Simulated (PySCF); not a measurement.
C6H12O3, SMILES COCOC(=O)C(C)C at its GFN2-xTB optimised geometry (Å):

```
21

C     -1.1301     2.2011     0.0000
O     -0.5758     0.9089     0.0000
C      0.8204     0.9089     0.0000
O      1.2665    -0.3943     0.2523
C      1.3279    -0.7789     1.5491
O      1.1403    -0.0371     2.4712
C      1.6478    -2.2547     1.6435
C      2.4538    -2.5484     2.9043
C      0.3087    -3.0006     1.6510
H     -0.8370     2.7580    -0.8980
H     -2.2091     2.0671     0.0111
H     -0.8183     2.7638     0.8874
H      1.2209     1.1872    -0.9878
H      1.2084     1.5971     0.7724
H      2.2091    -2.5369     0.7489
H      2.6005    -3.6197     3.0154
H      3.4267    -2.0652     2.8592
H      1.9246    -2.1710     3.7755
H     -0.2632    -2.7638     0.7572
H      0.4821    -4.0736     1.6834
H     -0.2730    -2.7135     2.5240
```

Calculation: CAM-B3LYP/def2-SVP run with PySCF. Cells within 0.4 Å of a nucleus heavier than hydrogen are left out (blank, or x).

Map of the electron localisation function on the plane z = 0.0 Å:

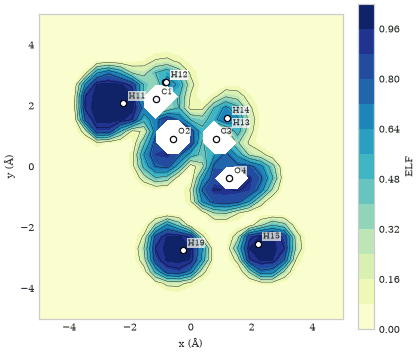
*Electron localisation function on the plane z = 0.0 Å.*
